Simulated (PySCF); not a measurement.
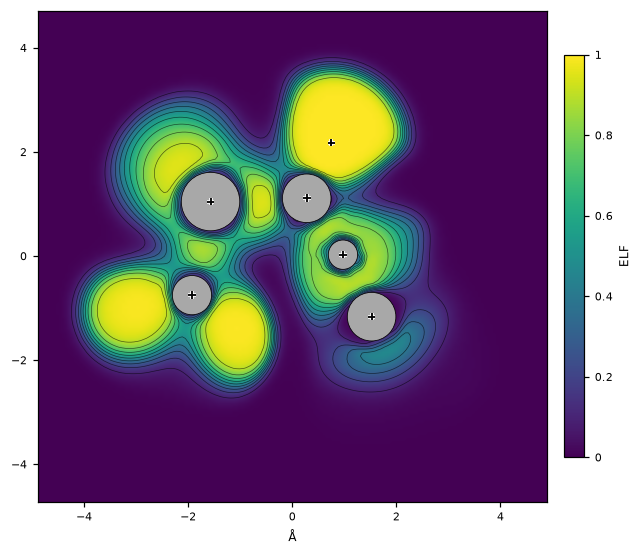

The electron localisation function on a plane through atoms (crosses mark nuclei in the plane; grey discs cover the cores).

Method: PBE0/def2-SVPD, SCF density, gas phase (PySCF).

Candidates:
A. CH$_{6}$AsNSi (SMILES [H]/N=C/[SiH2][AsH2])
B. C$_{2}$H$_{9}$B$_{3}$OS

> Which system is this?

Candidate B: C$_{2}$H$_{9}$B$_{3}$OS on the plane of atoms S3, B4 and O5, which holds C, S, B, O and H. B–O (1.29 Å): the ELF peaks at about 0.90 between the atoms (a polar covalent bond). C–S (1.84 Å): the ELF peaks at about 0.85 between the atoms; localised, covalent bonding.
